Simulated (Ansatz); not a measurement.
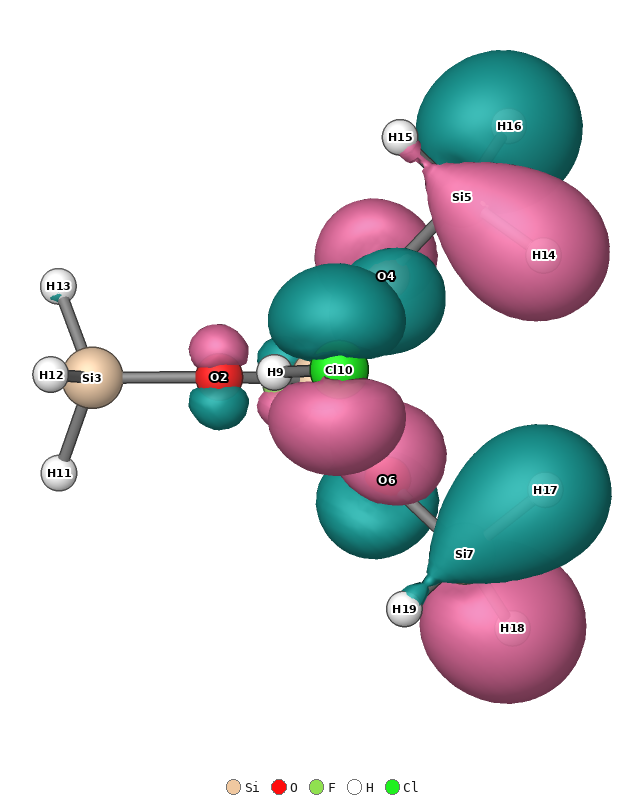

The picture shows: FH9O3Si4···HCl. The HOMO−1 at ±0.08 Å⁻³ᐟ² (teal and pink are the two phases), seen across its widest extent.

The reactant side of a reaction path; geometry: PBE0-D4/def2-TZVP.

Method: RKS PBE0-D4/def2-TZVPP (Ansatz 0.2.0).

```xyz
19

Si    0.8340   -0.0311    0.6362
O     0.9271   -0.8510   -0.7681
Si    1.9920   -1.7991   -1.6109
O     0.6488    1.5283    0.3462
Si   -0.1735    2.8688   -0.1242
O    -0.3353   -0.6329    1.5421
Si   -1.8962   -0.8960    1.9768
F     2.2064   -0.2373    1.3926
H    -0.7990   -0.5248   -1.5919
Cl   -1.9999   -0.0843   -1.7848
H     2.3274   -3.0051   -0.8170
H     1.3052   -2.1822   -2.8662
H     3.2223   -1.0283   -1.9100
H    -1.5679    2.8063    0.3762
H    -0.1636    2.9587   -1.6036
H     0.5193    4.0435    0.4572
H    -2.6939    0.3352    1.7611
H    -1.9038   -1.2568    3.4147
H    -2.4491   -2.0123    1.1738
```

> What is the character of this orbital?

By Hirshfeld shares it lies mainly on Si7 (about 10 %), Si5 (about 10 %), Cl10 (about 10 %), O4 (about 10 %), O6 (about 10 %), H16 (about 10 %) and H18 (about 10 %). Its energy is −9.10 eV.
